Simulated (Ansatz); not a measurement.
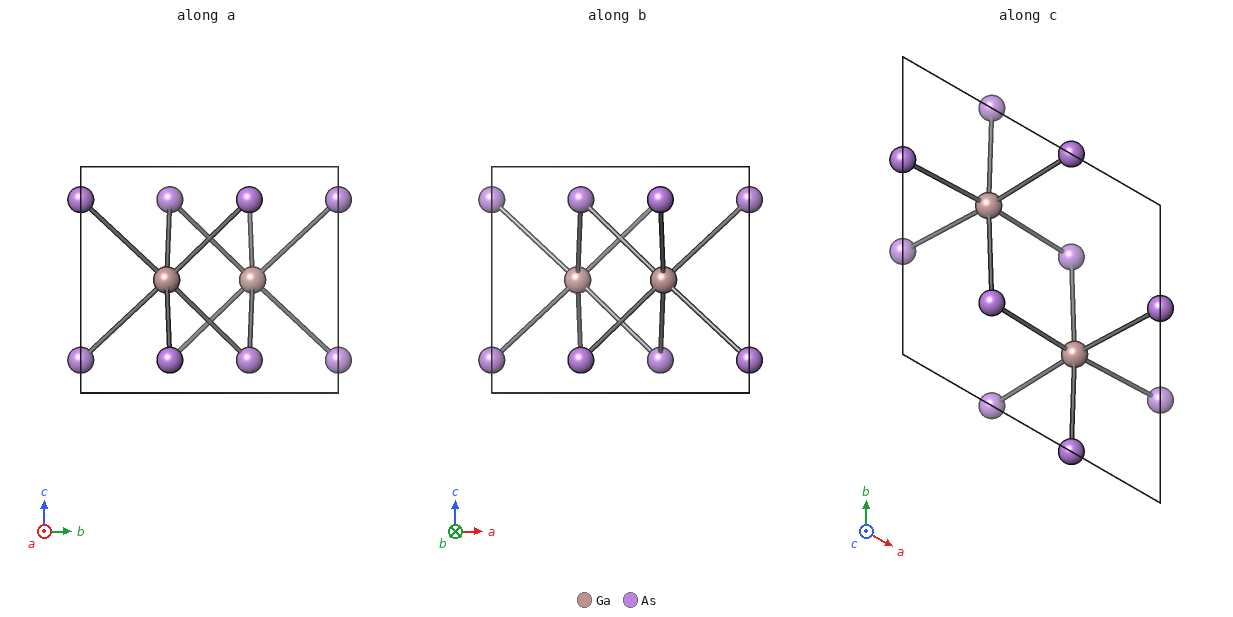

Drawn in the ball-and-stick manner and seen along the a axis, along the b axis and along the c axis. The outline marks the conventional unit cell.

Lattice parameters: a = 6.531 Å, b = 6.531 Å, c = 4.966 Å, α = 90.00°, β = 90.00°, γ = 120.00°.

Question: Give the structure in the form of a table of Wyckoff sites, with free fractional coordinates to two decimals.

Answer: Space group P-31m (No. 162).
```
atom  site       x       y     z
  Ga    2d  0.3333  0.6667  0.50
  As    6k    0.35    0.00  0.15
```

It derives from a structure type filled with these elements by a generator (whether the compound takes this form wasn't checked). Earlier steps of the study, as a rule a relaxation of our own, may have changed the cell and positions, so they can lie some per cent off the listed ones. A calculation with Ansatz used it as input.
